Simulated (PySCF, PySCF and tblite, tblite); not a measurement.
**C₅H₁₀O: conformers and averaged spectra**

Aim: find the conformers of C₅H₁₀O (`OC1CCCC1`), weigh them, and average their properties.

Programs: PySCF 2.14.0 with density-fitted response routines of our own, and tblite 0.8.0. All values are computed, except where a source is named. Atoms count from 0 throughout.

## Step 1: The molecule as given

16 atoms, charge 0, multiplicity 1; geometry from: MMFF94s geometry.

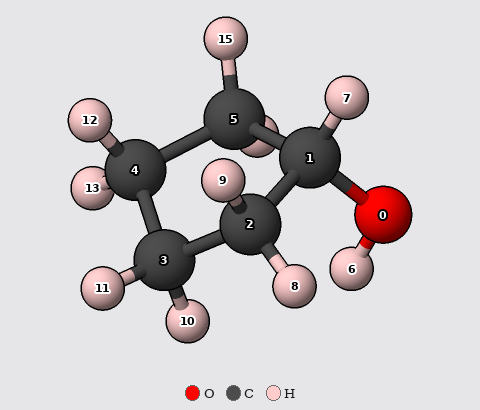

The starting geometry (oxygen red, carbon dark grey, hydrogen pink), atoms numbered.

## Step 2: GFN2-xTB relaxation, conformer 1

The job: settings as JSON, then the geometry in Å.

```
{"job": {"xc": "GFN2-xTB", "basis": "xTB", "kind": "relax"}, "charge": 0, "multiplicity": 1}
O     -1.873200     1.029900     0.315000
C     -0.815100     0.696400    -0.567700
C     -0.688700    -0.828700    -0.677100
C      0.295100    -1.197600     0.399200
C      1.324100    -0.091500     0.343800
C      0.513500     1.171300     0.031300
H     -1.713100     0.621300     1.175400
H     -1.011600     1.163000    -1.521300
H     -1.649200    -1.343600    -0.549000
H     -0.287500    -1.092400    -1.655500
H     -0.195600    -1.212800     1.387300
H      0.735300    -2.194000     0.241500
H      2.024200    -0.282100    -0.471900
H      1.908500     0.000400     1.257400
H      0.362800     1.770000     0.947100
H      1.062600     1.799300    -0.667100
```

Started as:

```console
> OMP_NUM_THREADS=1 python ens_run.py task.json out
```

This one command runs the whole study; its stages follow in the order run.

Log:

```text
step      E/eV     max force
  0    -540.84746    1.144
  1    -540.88685    0.364
  2    -540.89686    0.352
  3    -540.90683    0.216
  4    -540.90990    0.142
  5    -540.91265    0.143
  6    -540.91424    0.130
  7    -540.91554    0.093
  8    -540.91630    0.080
  9    -540.91677    0.065
 10    -540.91709    0.058
 11    -540.91735    0.052
 12    -540.91756    0.040
 13    -540.91756    0.040
 14    -540.91766    0.030
 15    -540.91785    0.025
 16    -540.91791    0.028
 17    -540.91805    0.023
 18    -540.91811    0.023
 19    -540.91819    0.022
 20    -540.91825    0.020
 21    -540.91831    0.014
 22    -540.91834    0.011
 23    -540.91837    0.012
 24    -540.91839    0.015
 25    -540.91842    0.009
 26    -540.91843    0.010
 27    -540.91845    0.007
 28    -540.91845    0.007
 29    -540.91846    0.007
 30    -540.91847    0.008
 31    -540.91849    0.013
 32    -540.91851    0.017
 33    -540.91855    0.019
 34    -540.91859    0.019
 35    -540.91863    0.019
 36    -540.91868    0.019
 37    -540.91874    0.022
 38    -540.91882    0.025
 39    -540.91890    0.020
 40    -540.91896    0.020
 41    -540.91901    0.020
 42    -540.91907    0.021
 43    -540.91912    0.017
 44    -540.91916    0.017
 45    -540.91921    0.018
 46    -540.91927    0.021
 47    -540.91935    0.026
 48    -540.91942    0.020
 49    -540.91948    0.016
 50    -540.91953    0.016
 51    -540.91957    0.020
 52    -540.91962    0.021
 53    -540.91968    0.020
 54    -540.91977    0.027
 55    -540.91986    0.025
 56    -540.91994    0.022
 57    -540.92000    0.021
 58    -540.92006    0.022
 59    -540.92014    0.027
 60    -540.92022    0.022
 61    -540.92027    0.019
 62    -540.92030    0.013
 63    -540.92032    0.013
 64    -540.92033    0.010
 65    -540.92034    0.007
 66    -540.92035    0.006
 67    -540.92036    0.009
 68    -540.92038    0.012
 69    -540.92040    0.014
 70    -540.92042    0.013
 71    -540.92045    0.013
 72    -540.92048    0.016
 73    -540.92052    0.015
 74    -540.92055    0.013
 75    -540.92058    0.010
 76    -540.92060    0.009
 77    -540.92061    0.011
 78    -540.92063    0.011
 79    -540.92065    0.008
 80    -540.92065    0.005
 81    -540.92065    0.004
```

Wall time 0.35 s (1 thread of Arm Neoverse V1, shared host).

Relaxing gained 0.073 eV and moved the atoms by 0.13 Å on average (rms).

**GFN2-xTB relaxation, conformer 2**

The job: settings as JSON, then the geometry in Å.

```
{"job": {"xc": "GFN2-xTB", "basis": "xTB", "kind": "relax"}, "charge": 0, "multiplicity": 1}
O      1.447000    -0.300200    -1.330600
C      1.105000    -0.265400     0.044000
C      0.013900    -1.281000     0.334300
C     -1.277100    -0.564800    -0.120800
C     -0.973800     0.924200    -0.075900
C      0.458100     1.057100     0.415900
H      2.095900     0.405500    -1.490200
H      2.021300    -0.471000     0.636400
H      0.146900    -2.224500    -0.204400
H     -0.054000    -1.490900     1.409600
H     -1.553200    -0.878700    -1.130600
H     -2.119000    -0.832400     0.544300
H     -1.676800     1.473400     0.568100
H     -1.058400     1.340600    -1.096600
H      0.959500     1.927100    -0.034300
H      0.457200     1.189800     1.519300
```

Log:

```text
step      E/eV     max force
  0    -540.75300    1.007
  1    -540.79301    0.252
  2    -540.79668    0.197
  3    -540.80230    0.166
  4    -540.80437    0.157
  5    -540.80701    0.088
  6    -540.80827    0.075
  7    -540.80922    0.065
  8    -540.80972    0.049
  9    -540.81010    0.045
 10    -540.81041    0.049
 11    -540.81074    0.048
 12    -540.81106    0.053
 13    -540.81134    0.038
 14    -540.81134    0.038
 15    -540.81144    0.028
 16    -540.81158    0.014
 17    -540.81160    0.013
 18    -540.81167    0.013
 19    -540.81169    0.013
 20    -540.81173    0.014
 21    -540.81177    0.016
 22    -540.81180    0.018
 23    -540.81184    0.016
 24    -540.81187    0.013
 25    -540.81190    0.014
 26    -540.81194    0.016
 27    -540.81197    0.015
 28    -540.81199    0.012
 29    -540.81201    0.008
 30    -540.81202    0.008
 31    -540.81204    0.010
 32    -540.81205    0.009
 33    -540.81207    0.009
 34    -540.81208    0.008
 35    -540.81209    0.011
 36    -540.81210    0.010
 37    -540.81211    0.011
 38    -540.81213    0.010
 39    -540.81214    0.006
 40    -540.81214    0.006
 41    -540.81215    0.006
 42    -540.81216    0.006
 43    -540.81216    0.006
 44    -540.81217    0.008
 45    -540.81218    0.009
 46    -540.81220    0.013
 47    -540.81221    0.013
 48    -540.81224    0.011
 49    -540.81226    0.011
 50    -540.81229    0.015
 51    -540.81232    0.018
 52    -540.81239    0.024
 53    -540.81251    0.040
 54    -540.81271    0.053
 55    -540.81295    0.046
 56    -540.81323    0.036
 57    -540.81339    0.036
 58    -540.81357    0.046
 59    -540.81373    0.058
 60    -540.81393    0.036
 61    -540.81408    0.022
 62    -540.81412    0.020
 63    -540.81421    0.021
 64    -540.81431    0.026
 65    -540.81446    0.029
 66    -540.81467    0.035
 67    -540.81497    0.046
 68    -540.81543    0.081
 69    -540.81607    0.085
 70    -540.81737    0.112
 71    -540.81916    0.158
 72    -540.82105    0.161
 73    -540.82372    0.135
 74    -540.81749    0.442
 75    -540.82772    0.171
 76    -540.82977    0.113
 77    -540.83382    0.250
 78    -540.83624    0.153
 79    -540.83786    0.146
 80    -540.84028    0.269
 81    -540.84375    0.167
 82    -540.84603    0.095
 83    -540.84812    0.245
 84    -540.85083    0.086
 85    -540.85244    0.081
 86    -540.85371    0.247
 87    -540.85656    0.057
 88    -540.85767    0.060
 89    -540.85884    0.163
 90    -540.86010    0.062
 91    -540.86054    0.056
 92    -540.86117    0.038
 93    -540.86132    0.038
 94    -540.86151    0.024
 95    -540.86161    0.037
 96    -540.86173    0.027
 97    -540.86184    0.024
 98    -540.86191    0.023
 99    -540.86200    0.026
100    -540.86209    0.028
101    -540.86220    0.021
102    -540.86228    0.021
103    -540.86232    0.012
104    -540.86234    0.010
105    -540.86235    0.008
106    -540.86235    0.006
107    -540.86236    0.005
108    -540.86236    0.003
```

Wall time 0.51 s (1 thread of Arm Neoverse V1, shared host).

Gain 0.109 eV; displacement 0.59 Å root mean square.

## Step 3: Shieldings, conformer 1: KT2/pcSseg-1 in chloroform

The job: settings as JSON, then the geometry in Å.

```
{"job": {"xc": "KT2", "basis": "pcSseg-1", "solvent": "chloroform", "kind": "nmr", "pop": true}, "charge": 0, "multiplicity": 1}
O     -1.932501     1.120124     0.164228
C     -0.800379     0.690075    -0.555167
C     -0.696024    -0.846939    -0.630589
C      0.344182    -1.221515     0.422298
C      1.373048    -0.101616     0.289855
C      0.524229     1.157334     0.094072
H     -1.890423     0.740360     1.049666
H     -0.937347     1.124912    -1.548253
H     -1.667433    -1.309932    -0.460053
H     -0.343746    -1.143255    -1.618645
H     -0.099121    -1.208663     1.420391
H      0.772175    -2.208237     0.253077
H      1.990554    -0.277287    -0.592094
H      2.027945    -0.026645     1.156816
H      0.295102     1.617252     1.057432
H      1.032143     1.902979    -0.514445
```

Log:

```text
coarse grid: 12720 points
cycle   1  E = -276.0916177889  dE =  5.766e-01  |g| = 8.123e-01  |ddm| = 3.455e+00
cycle   2  E = -275.8549649477  dE =  2.367e-01  |g| = 1.343e+00  |ddm| = 2.060e+00
cycle   3  E = -276.2287025790  dE = -3.737e-01  |g| = 1.193e-01  |ddm| = 1.524e+00
cycle   4  E = -276.2310308167  dE = -2.328e-03  |g| = 6.202e-02  |ddm| = 1.531e-01
cycle   5  E = -276.2318969231  dE = -8.661e-04  |g| = 1.179e-02  |ddm| = 5.997e-02
cycle   6  E = -276.2319262907  dE = -2.937e-05  |g| = 2.843e-03  |ddm| = 1.352e-02
cycle   7  E = -276.2319278137  dE = -1.523e-06  |g| = 1.097e-03  |ddm| = 2.838e-03
final grid: 120968 points
cycle   8  E = -276.2720034298  dE = -2.379e-04  |g| = 1.435e-02  |ddm| = 5.483e-02
cycle   9  E = -276.2719401206  dE =  6.331e-05  |g| = 2.132e-02  |ddm| = 3.046e-02
cycle  10  E = -276.2720510492  dE = -1.109e-04  |g| = 1.016e-03  |ddm| = 1.966e-02
cycle  11  E = -276.2720512742  dE = -2.250e-07  |g| = 1.801e-04  |ddm| = 1.165e-03
cycle  12  E = -276.2720512805  dE = -6.390e-09  |g| = 9.086e-05  |ddm| = 2.304e-04
cycle  13  E = -276.2720512826  dE = -2.050e-09  |g| = 8.956e-06  |ddm| = 8.476e-05
cycle  14  E = -276.2720512826  dE = -1.660e-11  |g| = 3.316e-06  |ddm| = 9.449e-06
converged SCF energy = -276.2720512826

GIAO shielding tensors (ppm)
atom      isotropic    diamagn.    paramagn.     s11        s22        s33       span
  0 O      242.234     390.722    -148.488    212.132    231.521    283.049     70.917
  1 C      106.449     247.069    -140.621     76.119    106.872    136.354     60.236
  2 C      143.904     249.270    -105.366    117.393    149.357    164.961     47.568
  3 C      157.518     249.105     -91.587    135.826    162.187    174.540     38.714
  4 C      154.854     249.115     -94.262    128.310    163.119    173.132     44.823
  5 C      143.747     249.714    -105.967    113.044    147.726    170.470     57.426
  6 H       30.839      33.305      -2.466     23.183     30.687     38.647     15.464
  7 H       27.097      30.571      -3.474     24.184     26.040     31.066      6.881
  8 H       29.913      30.708      -0.794     26.369     27.722     35.648      9.279
  9 H       29.799      31.043      -1.243     25.376     27.953     36.069     10.694
 10 H       30.116      31.485      -1.369     26.174     28.014     36.160      9.986
 11 H       29.869      29.959      -0.090     25.315     27.163     37.129     11.814
 12 H       30.350      30.796      -0.445     25.371     28.290     37.389     12.018
 13 H       29.590      29.855      -0.265     25.052     27.065     36.652     11.600
 14 H       30.347      31.259      -0.912     26.131     29.295     35.615      9.484
 15 H       28.983      30.115      -1.133     25.089     27.426     34.434      9.346
```

Wall time 16 s (1 thread of Arm Neoverse V1, shared host); peak memory 0.85 GiB.

This run: HOMO -6.03 eV, LUMO 0.41 eV; dipole 1.89 D.

## Step 4: Single-point energy, conformer 1: r2SCAN/def2-TZVP in chloroform

The job, as its differences from that of step 3:

```diff
@@ -1,2 +1,2 @@
-{"job": {"xc": "KT2", "basis": "pcSseg-1", "solvent": "chloroform", "kind": "nmr", "pop": true}, "charge": 0, "multiplicity": 1}
+{"job": {"xc": "r2SCAN", "basis": "def2-TZVP", "solvent": "chloroform", "kind": "sp"}, "charge": 0, "multiplicity": 1}
 O     -1.932501     1.120124     0.164228
```

Log:

```text
coarse grid: 55800 points
cycle   1  E = -271.5939237226  dE =  4.920e-01  |g| = 7.641e-01  |ddm| = 2.856e+00
cycle   2  E = -271.4248422108  dE =  1.691e-01  |g| = 1.208e+00  |ddm| = 2.618e+00
cycle   3  E = -271.7129830826  dE = -2.881e-01  |g| = 1.110e-01  |ddm| = 2.113e+00
cycle   4  E = -271.7149273399  dE = -1.944e-03  |g| = 5.435e-02  |ddm| = 1.407e-01
cycle   5  E = -271.7155643803  dE = -6.370e-04  |g| = 1.156e-02  |ddm| = 4.564e-02
cycle   6  E = -271.7155938185  dE = -2.944e-05  |g| = 2.520e-03  |ddm| = 1.114e-02
cycle   7  E = -271.7155949712  dE = -1.153e-06  |g| = 9.862e-04  |ddm| = 2.349e-03
final grid: 120968 points
cycle   8  E = -271.7174591150  dE = -1.152e-06  |g| = 2.581e-03  |ddm| = 1.041e-02
cycle   9  E = -271.7174572036  dE =  1.911e-06  |g| = 4.060e-03  |ddm| = 6.652e-03
cycle  10  E = -271.7174603383  dE = -3.135e-06  |g| = 3.033e-04  |ddm| = 4.244e-03
cycle  11  E = -271.7174603543  dE = -1.601e-08  |g| = 8.127e-05  |ddm| = 2.377e-04
cycle  12  E = -271.7174603558  dE = -1.507e-09  |g| = 1.279e-05  |ddm| = 7.670e-05
cycle  13  E = -271.7174603559  dE = -3.615e-11  |g| = 3.805e-06  |ddm| = 1.278e-05
converged SCF energy = -271.7174603559
```

Run time: 32 s. Hardware: 1 thread of Arm Neoverse V1, shared host; peak memory 1.1 GiB.

Key values: HOMO -6.24 eV, LUMO 1.03 eV; dipole 2.02 D.

## Step 5: Shieldings, conformer 2: KT2/pcSseg-1 in chloroform

The job: settings as JSON, then the geometry in Å.

```
{"job": {"xc": "KT2", "basis": "pcSseg-1", "solvent": "chloroform", "kind": "nmr", "pop": false}, "charge": 0, "multiplicity": 1}
O      1.861747    -0.290467    -1.048327
C      1.089973    -0.238712     0.134373
C     -0.027080    -1.291385     0.006782
C     -1.344874    -0.544875     0.223093
C     -1.032789     0.872671    -0.245825
C      0.366064     1.110051     0.316611
H      2.539560     0.392664    -1.013806
H      1.741395    -0.444887     0.997371
H      0.025700    -1.691023    -1.005731
H      0.104714    -2.112682     0.708127
H     -2.169203    -0.998227    -0.324626
H     -1.601051    -0.533899     1.284173
H     -1.756646     1.606235     0.106149
H     -1.002025     0.903113    -1.335443
H      0.891967     1.917842    -0.192907
H      0.304948     1.352525     1.378573
```

Log:

```text
coarse grid: 12720 points
cycle   1  E = -276.0895085707  dE =  5.820e-01  |g| = 8.193e-01  |ddm| = 3.458e+00
cycle   2  E = -275.8194867210  dE =  2.700e-01  |g| = 1.398e+00  |ddm| = 2.181e+00
cycle   3  E = -276.2291277921  dE = -4.096e-01  |g| = 1.168e-01  |ddm| = 1.635e+00
cycle   4  E = -276.2312428595  dE = -2.115e-03  |g| = 6.532e-02  |ddm| = 1.575e-01
cycle   5  E = -276.2322079912  dE = -9.651e-04  |g| = 1.155e-02  |ddm| = 6.169e-02
cycle   6  E = -276.2322358427  dE = -2.785e-05  |g| = 3.045e-03  |ddm| = 1.308e-02
cycle   7  E = -276.2322376156  dE = -1.773e-06  |g| = 1.112e-03  |ddm| = 2.990e-03
final grid: 120968 points
cycle   8  E = -276.2722960964  dE = -2.383e-04  |g| = 1.534e-02  |ddm| = 5.617e-02
cycle   9  E = -276.2722196186  dE =  7.648e-05  |g| = 2.335e-02  |ddm| = 3.309e-02
cycle  10  E = -276.2723498051  dE = -1.302e-04  |g| = 1.246e-03  |ddm| = 2.167e-02
cycle  11  E = -276.2723500900  dE = -2.849e-07  |g| = 4.464e-04  |ddm| = 1.457e-03
cycle  12  E = -276.2723501278  dE = -3.779e-08  |g| = 1.901e-04  |ddm| = 4.704e-04
cycle  13  E = -276.2723501343  dE = -6.561e-09  |g| = 1.402e-05  |ddm| = 1.547e-04
cycle  14  E = -276.2723501344  dE = -3.263e-11  |g| = 7.277e-06  |ddm| = 1.868e-05
converged SCF energy = -276.2723501344

GIAO shielding tensors (ppm)
atom      isotropic    diamagn.    paramagn.     s11        s22        s33       span
  0 O      259.502     388.966    -129.464    191.735    250.572    336.199    144.464
  1 C      106.891     246.086    -139.195     79.665    104.147    136.861     57.195
  2 C      146.896     248.465    -101.569    119.761    150.387    170.540     50.780
  3 C      154.194     248.794     -94.601    127.270    162.627    172.683     45.413
  4 C      156.788     248.510     -91.722    134.458    163.169    172.736     38.277
  5 C      142.159     249.405    -107.246    116.645    146.946    162.888     46.243
  6 H       30.864      31.482      -0.618     21.864     27.437     43.291     21.427
  7 H       26.689      30.827      -4.139     22.915     25.988     31.164      8.249
  8 H       30.181      30.379      -0.198     25.834     29.225     35.484      9.650
  9 H       29.216      29.693      -0.477     24.871     27.511     35.267     10.396
 10 H       29.561      29.441       0.120     25.029     27.025     36.629     11.601
 11 H       30.298      30.585      -0.287     25.486     28.148     37.261     11.775
 12 H       29.892      29.753       0.140     25.194     27.300     37.183     11.989
 13 H       29.919      30.815      -0.896     26.062     27.731     35.964      9.902
 14 H       29.981      31.195      -1.215     26.315     28.048     35.578      9.263
 15 H       29.937      31.354      -1.417     25.652     27.980     36.178     10.525
```

Wall time 14 s (1 thread of Arm Neoverse V1, shared host); peak memory 0.93 GiB.

In short: HOMO -6.07 eV, LUMO 0.58 eV; dipole 1.70 D.

## Step 6: Single-point energy, conformer 2: r2SCAN/def2-TZVP in chloroform

The job, as its differences from that of step 5:

```diff
@@ -1,2 +1,2 @@
-{"job": {"xc": "KT2", "basis": "pcSseg-1", "solvent": "chloroform", "kind": "nmr", "pop": false}, "charge": 0, "multiplicity": 1}
+{"job": {"xc": "r2SCAN", "basis": "def2-TZVP", "solvent": "chloroform", "kind": "sp"}, "charge": 0, "multiplicity": 1}
 O      1.861747    -0.290467    -1.048327
```

Log:

```text
coarse grid: 55800 points
cycle   1  E = -271.5920877194  dE =  4.964e-01  |g| = 7.717e-01  |ddm| = 2.879e+00
cycle   2  E = -271.3952468827  dE =  1.968e-01  |g| = 1.263e+00  |ddm| = 3.830e+00
cycle   3  E = -271.7137765412  dE = -3.185e-01  |g| = 1.100e-01  |ddm| = 3.141e+00
cycle   4  E = -271.7156285262  dE = -1.852e-03  |g| = 5.713e-02  |ddm| = 1.667e-01
cycle   5  E = -271.7163363758  dE = -7.078e-04  |g| = 1.093e-02  |ddm| = 5.606e-02
cycle   6  E = -271.7163623002  dE = -2.592e-05  |g| = 2.744e-03  |ddm| = 9.482e-03
cycle   7  E = -271.7163636973  dE = -1.397e-06  |g| = 1.003e-03  |ddm| = 2.523e-03
final grid: 120968 points
cycle   8  E = -271.7183334595  dE = -1.120e-06  |g| = 2.623e-03  |ddm| = 1.326e-02
cycle   9  E = -271.7183313875  dE =  2.072e-06  |g| = 4.176e-03  |ddm| = 9.036e-03
cycle  10  E = -271.7183347281  dE = -3.341e-06  |g| = 2.993e-04  |ddm| = 5.977e-03
cycle  11  E = -271.7183347434  dE = -1.533e-08  |g| = 8.603e-05  |ddm| = 3.200e-04
cycle  12  E = -271.7183347451  dE = -1.646e-09  |g| = 1.463e-05  |ddm| = 7.916e-05
cycle  13  E = -271.7183347451  dE = -4.604e-11  |g| = 4.404e-06  |ddm| = 1.391e-05
converged SCF energy = -271.7183347451
```

Run time: 31 s. Hardware: 1 thread of Arm Neoverse V1, shared host; peak memory 1.1 GiB.

Key values: HOMO -6.32 eV, LUMO 1.20 eV; dipole 1.78 D.

[end of part 1 of 2]
